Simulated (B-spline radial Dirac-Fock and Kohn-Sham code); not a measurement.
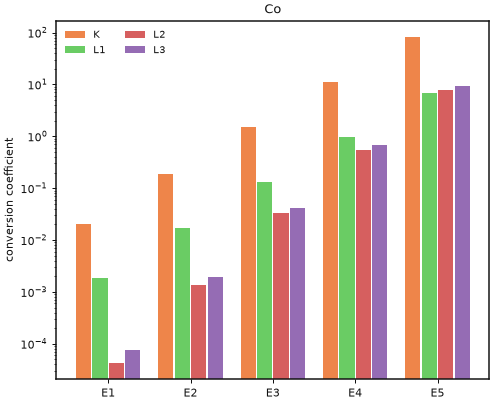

Fig. 1. Internal conversion coefficients by shell for electric multipoles at a transition energy of 127 keV (K and L shells). Species: cobalt (Z = 27). Level of theory: a Dirac–Hartree–Slater potential of the neutral atom, no hole, surface-current nucleus; calculated with a B-spline radial atomic code.

The shells shown sum to 0.0223 (E1), 0.211 (E2), 1.70 (E3), 13.3 (E4), 106 (E5). The largest bar is K for E1, K for E2, K for E3, K for E4, K for E5.
